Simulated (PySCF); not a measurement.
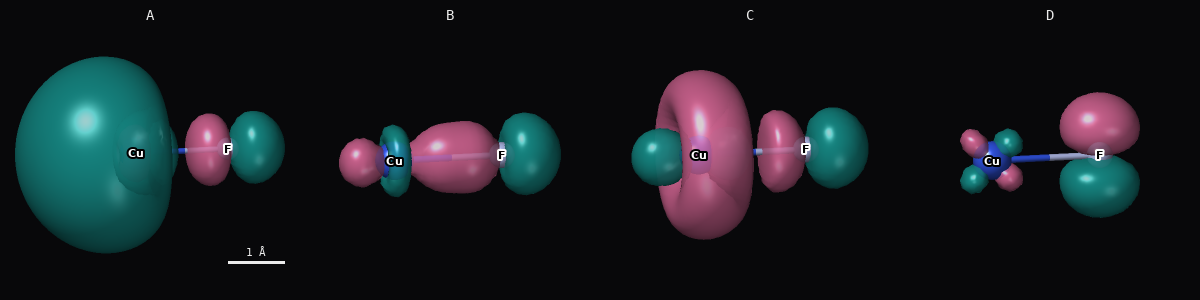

The picture shows: CuF (charge +1, doublet). Four frontier β-spin orbitals, each drawn at the value that holds 80 % of its norm (teal and pink are the two phases), in no order; of a degenerate pair one member is drawn.

Theory: PySCF 2.14.0, PBE0/cc-pVDZ(-PP), non-relativistic Hamiltonian with scalar-relativistic core potentials where named, at a bond length of 1.697 Å.

### Name the orbitals and rank them from lowest to highest energy.

Orbital B: σ, occupied in this spin, −19.17 eV; shared between the atoms (Cu 40 %, F 60 %).
Orbital D: π, occupied in this spin, −17.14 eV; mainly on F (85 %).
Orbital C: σ, empty in this spin, −13.24 eV; mainly on Cu (80 %).
Orbital A: σ, empty in this spin, −10.62 eV; mainly on Cu (85 %).
